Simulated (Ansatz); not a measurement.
CHGeNSb (doublet)

Input

```
crystal:
  periodic: [false, false, false]
  atoms:
    - {symbol: C, position_ang: [-0.373150, -0.921221, -2.693989]}
    - {symbol: Ge, position_ang: [-0.163383, 0.473426, -1.305429]}
    - {symbol: N, position_ang: [-0.424788, -1.799884, -3.460395]}
    - {symbol: Sb, position_ang: [-1.814626, 2.211816, -2.570868]}
    - {symbol: H, position_ang: [-2.610836, 0.975673, -3.469164]}
basis:
  gaussian:
    orbitals: def2-TZVPD
magnetization:
  spin_polarized: true
  initial_magnetization: 1
hamiltonian:
  xc: {name: PBE0}
output: {forces: true, orbitals: {seedname: orbitals}}
```

Command:

```sh
ansatz run input.yaml --threads 2 --pin off --max-ram 4350MiB --events-out events.jsonl --progress --plain --runs-dir runs
```

Geometry: B3LYP-D3(BJ)/def2-SVP; core potentials replace the inner electrons of Sb.

The calculation used Ansatz, isolated molecule in a Gaussian basis; Kohn-Sham density functional theory, functional PBE0.

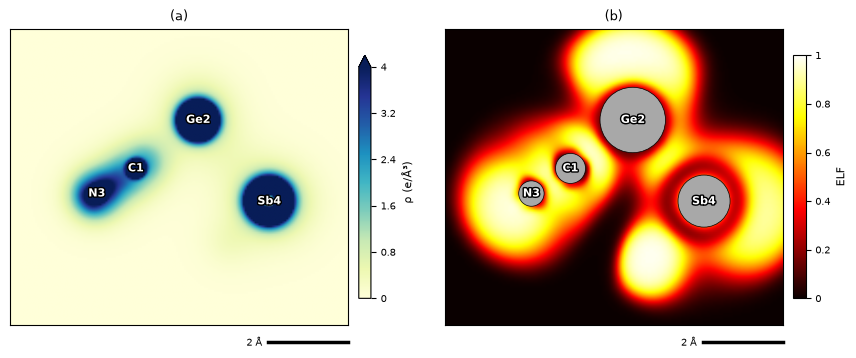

Figure 1. (a) electron density; (b) electron localisation function on the plane of atoms C1, Ge2 and Sb4. Grey discs cover the atomic cores in the ELF map.

Describe what can be read from this map.

The section cuts through C, Ge, N and Sb sites. C–N (1.17 Å): ρ at the midpoint is about 3.6 e/Å³; the ELF peaks at about 0.85 between the atoms; a multiple bond. C–Ge (1.98 Å): the density is about 0.77 e/Å³ at the midpoint; the ELF peaks at about 0.95 in the valence shell of C, 0.7 Å from its nucleus, and is about 0.60 at the midpoint. Ge–Sb (2.71 Å): the density is about 0.44 e/Å³ at the midpoint; the ELF peaks at about 0.80 between the atoms: a covalent bond. The ELF also peaks beside Sb4 and N3, away from the bonds: non-bonding electrons, paired or unpaired.

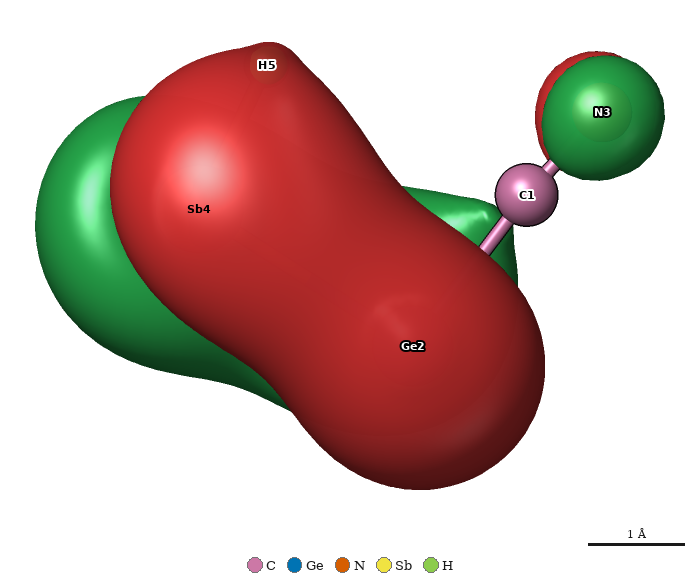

Figure 2. One frontier orbital at ±0.08 Å⁻³ᐟ² (green and red are the two phases), seen across its widest extent.

Which orbital is it: HOMO (β) or LUMO (β)?

The LUMO (β), at −4.44 eV. By Hirshfeld shares it lies mainly on Sb4 (about 50 %) and Ge2 (about 40 %); π-bonding across Sb4–Ge2.

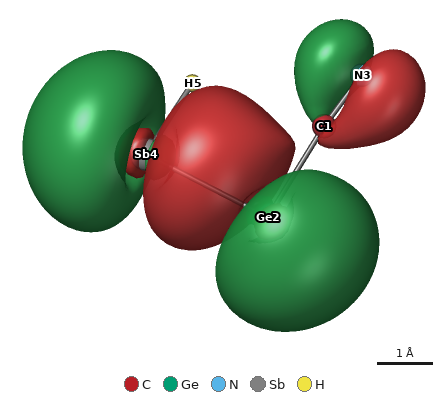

Figure 3. One frontier orbital at ±0.06 Å⁻³ᐟ² (green and red are the two phases), seen at a tilt.

Which orbital is it: HOMO (β) or LUMO (β)?

The HOMO (β), at −6.75 eV. Its weight (Hirshfeld) is mainly on Sb4 (about 45 %), Ge2 (about 45 %) and N3 (about 5 %).
